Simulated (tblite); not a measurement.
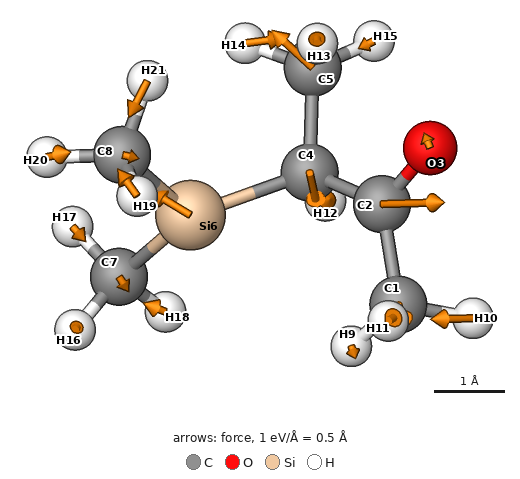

Starting geometry of C6H13OSi (charge +1) with the computed forces as orange arrows. The picture is a ball-and-stick view, seen at a tilt.

Theory: tblite 0.8.0, GFN2-xTB geometry optimisation, gas phase. 

Q: What follows when this structure is relaxed?

A: It isn't relaxed: the largest force vector, on C2, is 2.39 eV/Å. The final displacements have little in common with the starting forces (cosine between the two patterns 0.02). O3 moves most after the best rigid fit: 3.19 Å. Largest moves by element: O 3.19 Å, H 1.89 Å, C 0.96 Å, Si 0.26 Å. Among the contacts that change: O3–Si6 3.737 → 1.914 Å, C2–Si6 2.802 → 2.366 Å, C4–Si6 1.867 → 1.953 Å, C2–O3 1.205 → 1.254 Å. New bonds form: O3–Si6 (3.74 → 1.91 Å). Bond angles that change, for instance: C2–C4–Si6 112.7° → 85.9°, C5–C4–Si6 111.4° → 124.5°, O3–C2–C4 120.4° → 108.9°. Groups turn about C1–C2 by about 165°, C2–C4 by about 135°, Si6–C8 by about 50°. The energy falls by 34.1 kcal/mol in 254 geometry steps. The run took 2.3 s on 1 thread of Arm Neoverse V1, with other jobs on the host.
